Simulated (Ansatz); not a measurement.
Single-point calculation of CH$_{4}$ClFGeO

- system: CH$_{4}$ClFGeO
- method: UKS SPW92/def2-TZVPP (Ansatz 0.2.0)

The geometry comes from this level: PBE0-D4/def2-TZVP.

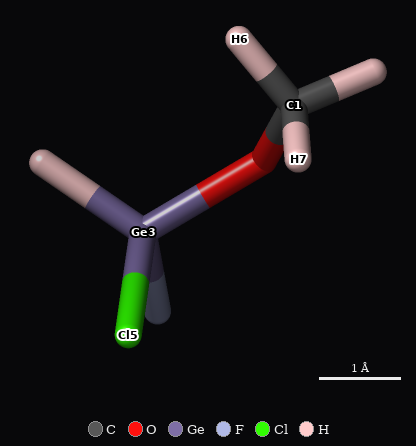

*The input geometry (stick view, seen at a tilt; atoms are numbered from 1 in the order of the input). Sticks mark near contacts.*

Bond lengths as drawn: Cl–Ge 2.13 Å, C–H 1.09 to 1.10 Å, C–O 1.42 Å, F–Ge 1.72 Å, Ge–H 1.53 Å and Ge–O 1.75 Å.

### Input file
```yaml
crystal:
  periodic: [false, false, false]
  atoms:
    - {symbol: C, position_ang: [0.195947, 1.086507, 0.908809]}
    - {symbol: O, position_ang: [-0.331221, -0.219485, 0.770310]}
    - {symbol: Ge, position_ang: [-0.133761, -1.125836, -0.708046]}
    - {symbol: F, position_ang: [-1.270196, -2.404053, -0.565318]}
    - {symbol: Cl, position_ang: [-0.705156, 0.071165, -2.378199]}
    - {symbol: H, position_ang: [1.291067, 1.092688, 0.862348]}
    - {symbol: H, position_ang: [-0.194387, 1.764593, 0.143372]}
    - {symbol: H, position_ang: [-0.108828, 1.454493, 1.889325]}
    - {symbol: H, position_ang: [1.256534, -1.720071, -0.922601]}
basis:
  gaussian: {orbitals: def2-TZVPP, final_grid: {core_spheres: 20, valence_spheres: 16, degree: 47}}
magnetization: {spin_polarized: true, initial_magnetization: 0}
hamiltonian: {xc: {name: SPW92}}
```

Run on 4 threads of Arm Neoverse V1, 23 GiB of memory available, shared host.

Launch command:
```bash
ansatz run in.yaml --threads 4 --pin off --events-out ev --progress --plain --max-ram 10444MiB
```

### What the program printed
```
Functional definition: SPW92
  name "SPW92"
  cite "Dirac, Proc. Camb. Phil. Soc. 26, 376 (1930) doi:10.1017/S0305004100016108"
  cite "Slater, Phys. Rev. 81, 385 (1951) doi:10.1103/PhysRev.81.385"
  cite "Perdew & Wang, Phys. Rev. B 45, 13244 (1992) doi:10.1103/PhysRevB.45.13244"
  exchange = slater_x
  correlation = pw_c
1375 factors; their error is unknown
mean field evaluation 1: about -74733.8176 eV, gradient 5.5e1 eV
mean field evaluation 2: about -74669.1067 eV, gradient 1.4e2 eV
mean field evaluation 4: about -74743.5262 eV, gradient 1.2e1 eV
mean field evaluation 8: about -74743.9689 eV, gradient 1.5e-1 eV
mean field evaluation 16: about -74743.9406 eV, gradient 3.7e-3 eV
mean field -74743.94058568 eV, -2746.7891532613 hartree, gradient 2.0e-5 eV, S^2 0.000000; 0 other end points of the search recorded, 0 dependent functions left out
reference -74743.94062045 eV, -2746.7891545388 hartree; 38, 38 occupied and 201, 201 virtual orbitals, 1375 factors
Total energy: -74743.94062045 eV, -2746.7891545388 hartree
```

### Summary

```tsv
quantity	value
outcome	converged
total energy	−74743.9406 eV
SCF solution under orbital rotations	stable
wall time	3 s (CPU time 11 s)
peak memory	0.44 GiB
```
